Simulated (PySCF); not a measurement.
SMILES O[SiH2][Si](C)(C)C (C3H12OSi2) at its GFN2-xTB optimised geometry (Å):

```
18

Si     1.7284    -0.5100     0.0000
O      2.0652     0.2674     1.3966
Si    -0.5867    -0.5100     0.0000
C     -1.3086     1.2640     0.0000
C     -1.3081    -1.4255     1.5196
C     -1.2464    -1.3924    -1.5625
H      2.3954     0.2069    -1.1005
H      2.3950    -1.8232     0.0296
H      2.9603     0.4261     1.6838
H     -2.3954     1.2591     0.0220
H     -1.0022     1.8137    -0.8858
H     -0.9648     1.8232     0.8653
H     -2.3949    -1.4039     1.5277
H     -0.9632    -0.9733     2.4449
H     -1.0019    -2.4680     1.5328
H     -0.9092    -0.8995    -2.4694
H     -2.3320    -1.4034    -1.5822
H     -0.9094    -2.4237    -1.6086
```

Calculation: CAM-B3LYP/def2-SVP in PySCF. Cells within 0.4 Å of a nucleus heavier than hydrogen are left out (blank, or x).

Map of the electrostatic potential (hartree/e), clipped to [-0.08, 0.12] on the plane z = 1.2 Å:

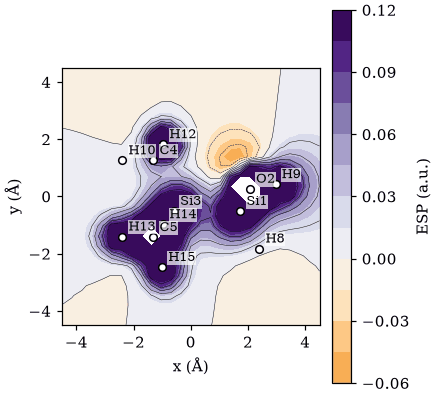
Electrostatic potential (hartree/e), clipped to [-0.08, 0.12] on the plane z = 1.2 Å.
